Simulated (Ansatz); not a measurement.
**C2H5ClOSi: reading failed and doubtful runs**

Aim: try 3 inputs for C2H5ClOSi as typed, read how each ends, and find what has to change.

Computed with Ansatz 0.2.0, Gaussian basis. Level: the settings change from run to run.

### Step 1. The molecule

An earlier PBE0-D4 in a triple-zeta def2 set relaxation fixed the geometry.

SMILES `OC1(Cl)C[SiH2]1`, 10 atoms, charge 0, spin multiplicity 1.

Atoms are counted from 1 here; the program's logs count them from 0.

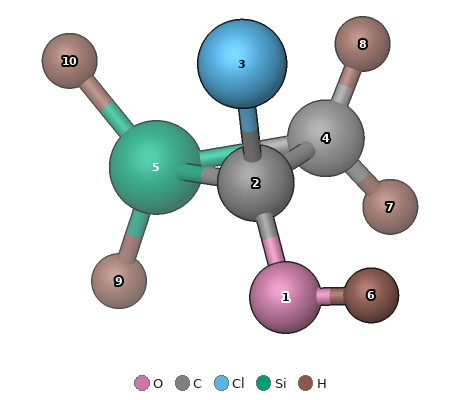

The geometry (oxygen pink, carbon grey, chlorine blue, silicon teal, hydrogen brown); atoms are numbered from 1 in the order of the file.

### Step 2. Try 1

The input, in.yaml:

```yaml
crystal:
  periodic: [false, false, false]
  atoms:
    - {symbol: O, position_ang: [-0.466750, 0.603535, 1.480210]}
    - {symbol: C, position_ang: [0.274039, 0.255298, 0.523069]}
    - {symbol: Cl, position_ang: [1.880969, 0.279382, 0.896106]}
    - {symbol: C, position_ang: [-0.094357, -0.886484, -0.217152]}
    - {symbol: Si, position_ang: [-0.158778, 0.585004, -1.097500]}
    - {symbol: H, position_ang: [-0.456905, -0.040108, 2.093455]}
    - {symbol: H, position_ang: [-0.967507, -1.284683, 0.065264]}
    - {symbol: H, position_ang: [0.618171, -1.560602, -0.398841]}
    - {symbol: H, position_ang: [-1.377925, 1.126032, -1.356737]}
    - {symbol: H, position_ang: [0.825680, 0.875521, -1.985115]}
basis:
  gaussian: {orbitals: aug-cc-pVTZ, final_grid: {core_spheres: 5, valence_spheres: 4, degree: 11}}
total_charge: -3
magnetization: {spin_polarized: true, initial_magnetization: 1}
hamiltonian: {xc: {name: revPBE0}, dispersion: d3bj}
accuracy: high
output: {forces: true}
```

The run is started by

```sh
$ ansatz run in.yaml --threads 4 --pin off --events-out ev --progress --plain --max-ram 10444MiB
```

Log:

```text
Functional definition: revPBE0
  name "revPBE0"
  cite "Zhang & Yang, Phys. Rev. Lett. 80, 890 (1998) doi:10.1103/PhysRevLett.80.890"
  cite "Adamo & Barone, J. Chem. Phys. 110, 6158 (1999) doi:10.1063/1.478522"
  cite "Perdew, Burke & Ernzerhof, Phys. Rev. Lett. 77, 3865 (1996) doi:10.1103/PhysRevLett.77.3865"
  parameter a = 0.25
  parameter kappa = 1.245
  parameter beta = 0.06672455060314922
  exchange = (1 - a)*pbe_x(kappa = kappa, mu = beta*pi^2/3) + a*exact_x
  correlation = pbe_c(beta = beta)
5222 factors; integrals over basis functions are off by at most 3.3e-9 eV
mean field evaluation 1: about -24286.9890 eV, gradient 1.4e2 eV
mean field evaluation 2: about -23523.3344 eV, gradient 4.5e2 eV
mean field evaluation 4: about -24480.7041 eV, gradient 1.2e2 eV
mean field evaluation 8: about -24588.1318 eV, gradient 9.8e0 eV
mean field evaluation 16: about -24588.4466 eV, gradient 4.6e-1 eV
mean field evaluation 32: about -24588.5622 eV, gradient 1.2e-1 eV
mean field evaluation 64: about -24588.5709 eV, gradient 6.7e-5 eV
Error: SIGTERM received: run cancelled behind 88 evaluations of the mean field
```

Wall time 91 s (4 threads of Arm Neoverse V1, shared host).

What is wrong: Time ran out. The charge is far from anything that the molecule holds. The typed spin has to follow the charge. Its coordinates are also moved off the relaxed structure (shortest distance 0.89 Å, against 0.97 Å), and have to be restored too. It asks for charge -3; the species has 0. To mend it, type the charge that the molecule really has.

### Step 3. Try 2

The input, in.yaml:

```yaml
crystal:
  periodic: [false, false, false]
  atoms:
    - {symbol: O, position_ang: [-0.502462, 0.722525, 1.730998]}
    - {symbol: C, position_ang: [0.415413, 0.376713, 0.578224]}
    - {symbol: Cl, position_ang: [1.985972, 0.238175, 0.952051]}
    - {symbol: C, position_ang: [-0.214640, -0.806395, -0.375329]}
    - {symbol: Si, position_ang: [-0.120081, 0.626674, -1.231831]}
    - {symbol: H, position_ang: [-0.402776, -0.152774, 2.331484]}
    - {symbol: H, position_ang: [-1.115094, -1.522730, 0.086117]}
    - {symbol: H, position_ang: [0.601517, -1.573440, -0.434331]}
    - {symbol: H, position_ang: [-1.520632, 1.363305, -1.418775]}
    - {symbol: H, position_ang: [0.813331, 1.048005, -2.205526]}
basis:
  gaussian: {orbitals: 6-31G}
magnetization: {spin_polarized: true, initial_magnetization: 1}
hamiltonian: {xc: {name: wB97X-V}}
```

Launched as before.

Log:

```text
Error: a molecule whose nuclei and cores have a total charge of 56 cannot have a net charge of 0 together with 1 unpaired electrons
```

Run time: 0.05 s. Hardware: 4 threads of Arm Neoverse V1, shared host.

**Diagnosis.** Refused before any calculation. The number of unpaired electrons doesn't fit the electron count. Its coordinates are also moved off the relaxed structure (shortest distance 1.07 Å, against 0.97 Å), and have to be restored too. Cure: make charge and initial_magnetization agree: an even electron count takes an even number of unpaired electrons.

### Step 4. Try 3

The input, in.yaml:

```yaml
crystal:
  periodic: [false, false, false]
  atoms:
    - {symbol: O, position_ang: [-0.507337, 0.656016, 1.608924]}
    - {symbol: C, position_ang: [0.297868, 0.277498, 0.568554]}
    - {symbol: Cl, position_ang: [2.044532, 0.303677, 0.974029]}
    - {symbol: C, position_ang: [-0.102562, -0.963570, -0.236034]}
    - {symbol: Si, position_ang: [-0.172585, 0.635874, -1.192935]}
    - {symbol: H, position_ang: [-0.496636, -0.043596, 2.275495]}
    - {symbol: H, position_ang: [-1.051638, -1.396394, 0.070939]}
    - {symbol: H, position_ang: [0.671925, -1.696306, -0.433523]}
    - {symbol: H, position_ang: [-1.497744, 1.223948, -1.474714]}
    - {symbol: H, position_ang: [0.897479, 0.951653, -2.157734]}
basis:
  gaussian: {orbitals: def2-TZVPD}
total_charge: 3
magnetization: {spin_polarized: true, initial_magnetization: 1}
hamiltonian: {xc: {name: HF}}
correlation: {method: mp2}
accuracy: high
scf: {lower_state_search: off}
output: {forces: true}
```

The command is unchanged.

Log (excerpt; [...] marks lines left out):

```text
Functional definition: HF
  name "HF"
  cite "Fock, Z. Phys. 61, 126 (1930) doi:10.1007/BF01340294"
  parent pbe
[...]
4079 factors; integrals over basis functions are off by at most 4.0e-9 eV
[...]
mean field -24498.30588704 eV, -900.2961358005 hartree, gradient 3.0e-8 eV, S^2 1.709090; 0 other end points of the search recorded, 0 dependent functions left out
13 core orbitals not correlated: weight in the atoms' cores, before any rotation towards them, 1.000 or more for the frozen orbitals, at most 0.000 for the correlated occupied ones
reference -24498.30588704 eV, -900.2961358005 hartree; 14, 13 occupied and 221, 222 virtual orbitals, 4079 factors
second order -20.61929216 eV of doubles, -0.00000000 eV of singles
[...]
Total energy: -24518.92517920 eV, -901.0538808110 hartree
Atom 0 at    -0.507337     0.656016     1.608924 Å, force     2.517648     0.448690    -4.058585 eV/Å
Atom 1 at     0.297868     0.277498     0.568554 Å, force    -0.887743    -1.751495     6.288952 eV/Å
Atom 2 at     2.044532     0.303677     0.974029 Å, force     0.439460     0.694212     0.186289 eV/Å
Atom 3 at    -0.102562    -0.963570    -0.236034 Å, force     0.560283    -2.319212     3.094962 eV/Å
Atom 4 at    -0.172585     0.635874    -1.192935 Å, force    -1.871370     4.543428    -6.992606 eV/Å
Atom 5 at    -0.496636    -0.043596     2.275495 Å, force    -0.643465    -0.919505     1.782537 eV/Å
Atom 6 at    -1.051638    -1.396394     0.070939 Å, force    -1.160727     0.169881    -0.308687 eV/Å
Atom 7 at     0.671925    -1.696306    -0.433523 Å, force     0.807821    -0.241560    -0.949172 eV/Å
Atom 8 at    -1.497744     1.223948    -1.474714 Å, force    -0.424920    -0.216826     0.621647 eV/Å
Atom 9 at     0.897479     0.951653    -2.157734 Å, force     0.663011    -0.407611     0.334663 eV/Å
Dipole moment:    -0.150602    -0.558469    -0.520839 e Å
Checks for a lower state left out: starts, cluster_reference, orbital_swaps, neighbouring_geometries, increment
```

Wall time 70 s (4 threads of Arm Neoverse V1, shared host); peak memory 2.1 GiB.

**Diagnosis.** It ended without an error, which proves nothing about the input. The charge is far from anything that the molecule holds. The typed spin has to follow the charge. It asks for charge +3; the species has 0. Its energy belongs to another ion. Fix: type the charge that the molecule really has.

### Step 5. Summary

| try | level | ended | cause | time |
| --- | --- | --- | --- | --- |
| 1 | revPBE0/aug-cc-pVTZ | timeout | the charge is far from anything that the molecule holds | 91 s |
| 2 | wB97X-V/6-31G | refused | the number of unpaired electrons doesn't fit the electron count | 0.05 s |
| 3 | MP2/def2-TZVPD | converged | the charge is far from anything that the molecule holds | 70 s |

**Reading.** 1 timeout, 1 refused, 1 converged. A refusal costs next to no computing time. The dangerous case is the input that converges on a wrong geometry, charge, spin, basis or grid: often only a look at the input shows it.
